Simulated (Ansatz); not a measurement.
**GeF2 (SMILES [F][Ge][F]): HF/STO-3G**

Aim: the vertical ionisation energy of GeF2 at HF/STO-3G, from 2 runs. 

The calculation is run with Ansatz 0.2.0.

50 further runs of the same task are left out: 17 that didn't finish, 33 set aside as unsound or not needed.

## (1) Starting point

The species is GeF2 (3 atoms), meant as a singlet with charge 0. SMILES: `[F][Ge][F]`. Geometry: a GFN2-xTB relaxation, a rough one for these elements and not checked as a minimum.

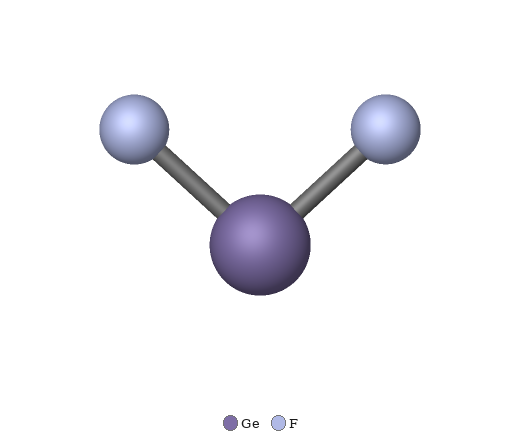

The structure, seen from a chosen angle (germanium purple, fluorine light blue).

## (2) A single-point energy at HF/STO-3G

run.yaml reads:

```yaml
basis:
  gaussian: {orbitals: STO-3G}
crystal:
  periodic: [false, false, false]
  atoms:
    - symbol: Ge
      position_ang: [0.004500, -0.007920, -0.812340]
    - symbol: F
      position_ang: [1.320810, -0.018750, 0.415140]
    - symbol: F
      position_ang: [-1.325320, 0.026670, 0.397200]
hamiltonian: {xc: hf}
accuracy: high
```

On the command line:

```console
$ ansatz run run.yaml --threads 1 --pin off --max-ram 2610MiB --events-out events.jsonl --progress --plain --runs-dir runs
```

The program printed:

```text
Warning: RAYON_NUM_THREADS=1 ignored (pool sized by the plan → 1); use --threads N
Functional definition: HF
  name "HF"
  exchange = exact_x
  correlation = 0
423 factors; integrals over basis functions are off by at most 4.6e-9 eV
mean field evaluation 1: about -61162.5637 eV, gradient 2.4e1 eV
mean field evaluation 2: about -61162.6380 eV, gradient 2.4e1 eV
mean field evaluation 4: about -61165.9319 eV, gradient 1.7e0 eV
mean field evaluation 8: about -61165.9618 eV, gradient 5.3e-2 eV
mean field -61165.96183602 eV, -2247.8076376957 hartree, gradient 2.9e-8 eV, S^2 0.000000; 0 other end points of the search recorded, 0 dependent functions left out
reference -61165.96183602 eV, -2247.8076376957 hartree; 25, 25 occupied and 3, 3 virtual orbitals, 423 factors
Total energy: -61165.96183602 eV, -2247.8076376957 hartree
```

Wall time 0.2 s (1 thread of Arm Neoverse V1, shared host).

## (3) The doublet cation, same level

run.yaml reads:

```yaml
crystal:
  periodic: [false, false, false]
  atoms:
    - {symbol: Ge, position_ang: [0.004500, -0.007920, -0.812340]}
    - {symbol: F, position_ang: [1.320810, -0.018750, 0.415140]}
    - {symbol: F, position_ang: [-1.325320, 0.026670, 0.397200]}
basis:
  gaussian:
    orbitals: STO-3G
total_charge: 1
magnetization:
  spin_polarized: true
  initial_magnetization: 1
hamiltonian:
  xc: hf
accuracy: high
```

On the command line:

```console
$ ansatz run run.yaml --threads 1 --pin off --max-ram 2610MiB --events-out events.jsonl --progress --plain --runs-dir runs
```

The program printed, shortened:

```text
Warning: RAYON_NUM_THREADS=1 ignored (pool sized by the plan → 1); use --threads N
Functional definition: HF
  name "HF"
[...]
421 factors; integrals over basis functions are off by at most 4.6e-9 eV
[...]
mean field -61159.29347062 eV, -2247.5625797874 hartree, gradient 2.0e-8 eV, S^2 0.865141; 4 other end points of the search recorded, 0 dependent functions left out
reference -61159.29347062 eV, -2247.5625797874 hartree; 25, 24 occupied and 3, 4 virtual orbitals, 421 factors
Total energy: -61159.29347062 eV, -2247.5625797874 hartree
```

It took 1.1 s on 1 thread of Arm Neoverse V1, shared host.

## (4) What came out

At HF/STO-3G:

| quantity | value |
| --- | --- |
| singlet GeF2: total energy | -2247.80764 Eh |
| doublet cation: total energy | -2247.56258 Eh |
| doublet cation: ⟨S²⟩ | 0.865 |
| vertical ionisation energy (to the doublet cation) | 6.668 eV |

**Reading.** The vertical ionisation energy comes to 6.67 eV (154 kcal/mol). In a minimal basis such a difference can be off by several eV, whatever the method. ⟨S²⟩ (doublet cation) is 0.87 where a pure doublet has 0.75: the reference is spin-contaminated.
